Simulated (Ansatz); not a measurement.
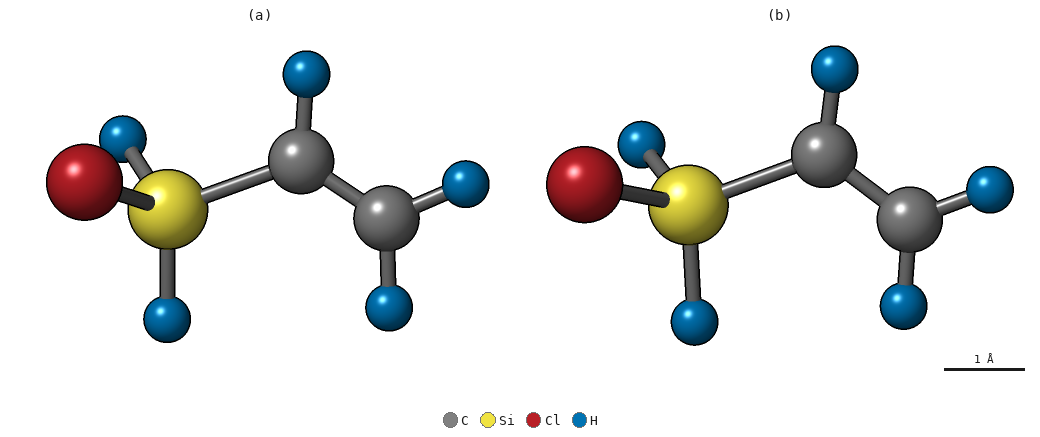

The structure of C2H5ClSi (coarse preliminary run) before (left) and after (right) a relaxation, at one scale.

A ball-and-stick model, seen at a tilt.

The start comes from a force field.

The calculation used RKS PBE-D4/def2-SVP (Ansatz 0.2.0). Set-up: force threshold 0.03 eV/Å; at most 200 steps.

### Describe what moved and what it gained.

Over 5 accepted moves (6 points after the start) the energy falls by 25.8 kJ/mol. Largest force component: 2.7 eV/Å at the start, 0.017 eV/Å at the end. The line search rejected the trial step at point 4 of the run. The Cl atom moves most after the best rigid fit: 0.27 Å. Largest moves by element: Cl 0.27 Å, H 0.16 Å, Si 0.11 Å, C 0.10 Å. Some distances before and after: H–Si 1.418 → 1.501 Å, C–C 1.304 → 1.349 Å, H–Si 1.459 → 1.502 Å, C–H 1.137 → 1.104 Å. Bond angles that change, for instance: C–Si–Cl 100.0° → 110.2°, C–C–Si 127.1° → 122.4°, H–Si–H 114.7° → 110.5°. The run took of the order of 17 core-seconds on a shared host.
